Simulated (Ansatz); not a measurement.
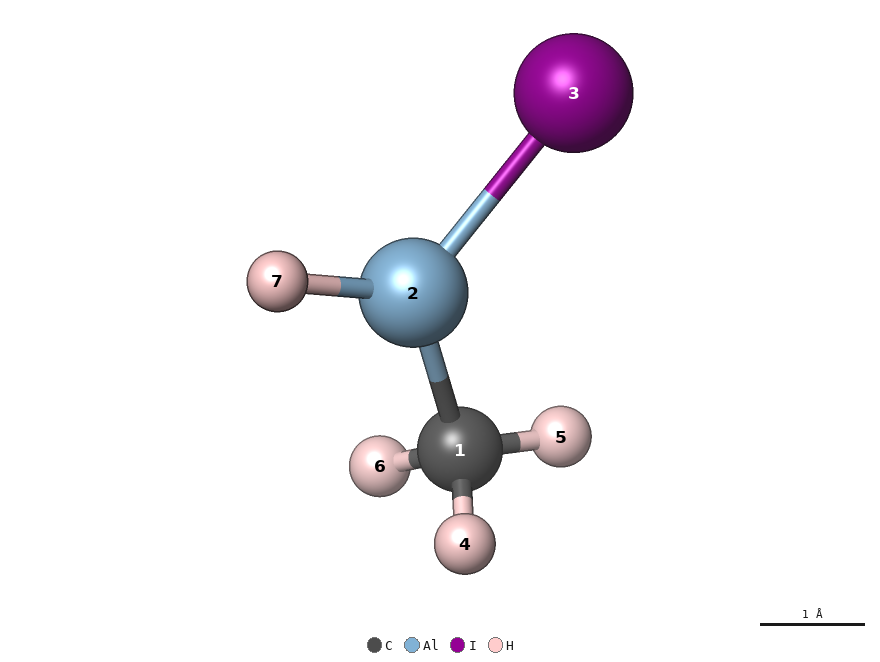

Simulated data, not a measurement (program: Ansatz).

Atoms carry their numbers in the input. Geometry: moved along internal coordinates away from the minimum.

> How are the neighbours of atom 2 arranged?

Al2 has 3 neighbours (C1 at 1.94, I3 at 2.48, H7 at 1.58 Å); the arrangement is trigonal planar.

> Describe the coordination of atom 1.

C1 has 4 neighbours (Al2 at 1.94, H4 at 1.10, H5 at 1.12, H6 at 1.10 Å); the arrangement is tetrahedral.
